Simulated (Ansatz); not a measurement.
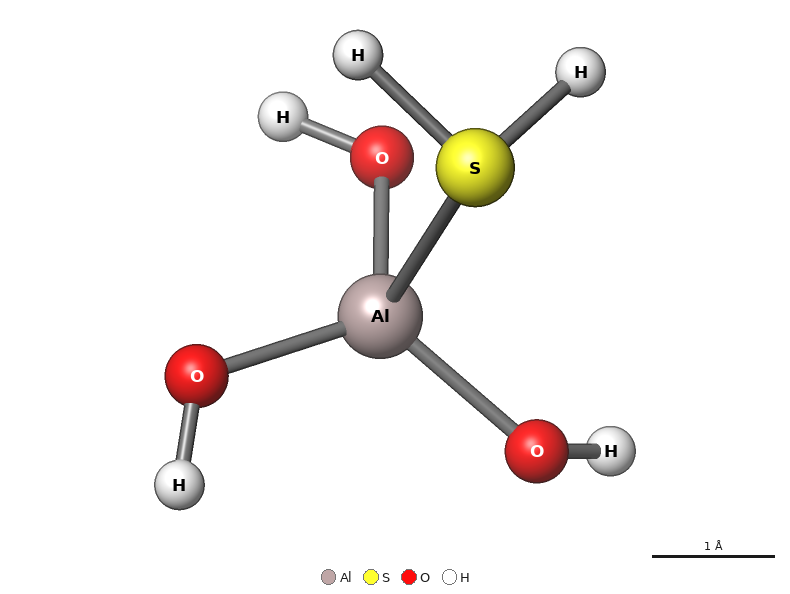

Identify the structure.

The molecule is AlH5O3S. Coordination: 1 Al tetrahedral; 1 S trigonal pyramidal; 3 O bent.

The parts below concern this one geometry. Atoms keep their numbers from picture to picture. The geometry was computed by an optimisation with PBE0-D4/def2-TZVP.

## Vibrations

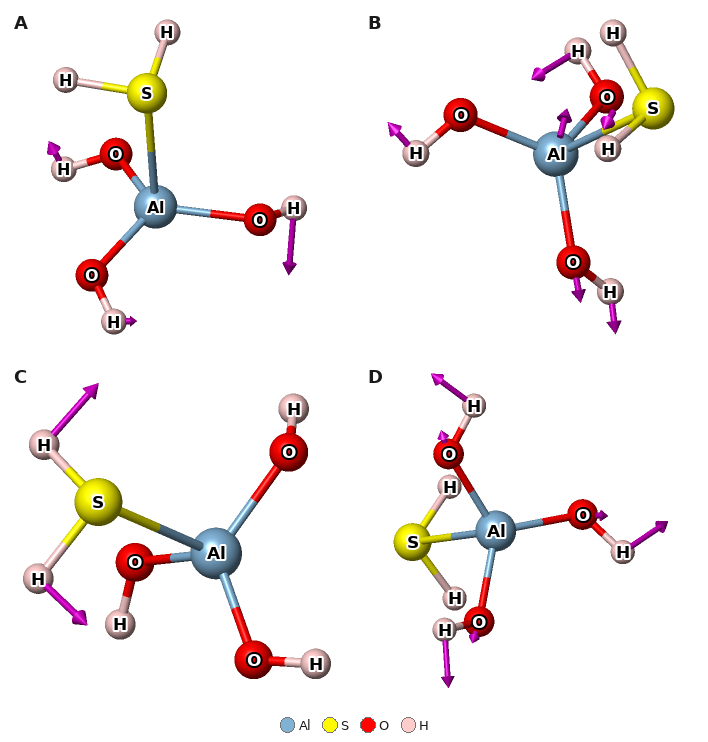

4 normal modes of one molecule or complex, as arrows. Harmonic vibrations computed with RKS PBE0-D4/def2-TZVP (Ansatz 0.2.0) at a stationary point of the same level.

Question: Match the panels to the wavenumbers 264 cm⁻¹, 692 cm⁻¹, 894 cm⁻¹, 1197 cm⁻¹.

Answer: A: 264 cm⁻¹, a torsion or out-of-plane motion in which bond lengths and bond angles hardly change
B: 894 cm⁻¹
C: 1197 cm⁻¹, H–S–H bending
D: 692 cm⁻¹

## Charges

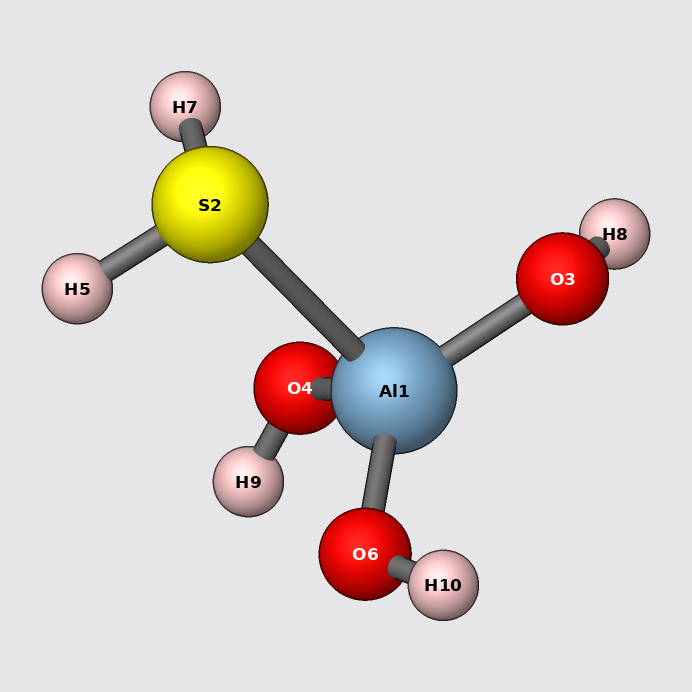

The questions are on Mulliken charges. Method: RKS PBE0-D4/def2-TZVP (Ansatz 0.2.0).

Question: Which atom carries the highest charge (most positive or least negative)?

Answer: Al1 (0.59 e).

Question: And the lowest?

Answer: O3, O4, O6 (−0.59 e).

List the Mulliken charges.

```
atom  value (e)
 Al1       0.59
  S2      −0.19
  O3      −0.59
  O4      −0.59
  H5       0.21
  O6      −0.59
  H7       0.21
  H8       0.31
  H9       0.31
 H10       0.31
```

## Dipole moment

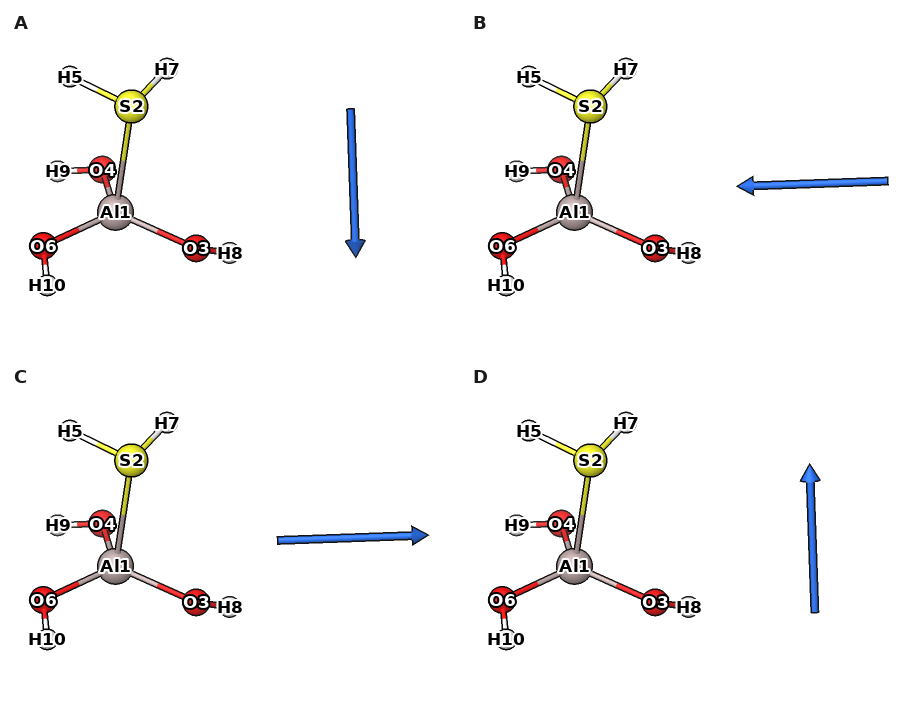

The same molecule four times, each with an arrow. Properties computed with RKS PBE0-D4/def2-TZVP (Ansatz 0.2.0).

Question: Which arrow points along the dipole moment, from the negative to the positive end?

Answer: D. The dipole moment is 2.34 D; it points from the side of H8, H10 to the side of H5, H7 (the outermost atoms at the two ends).

Mulliken values depend strongly on the basis set and can even reverse the polarity of a bond.
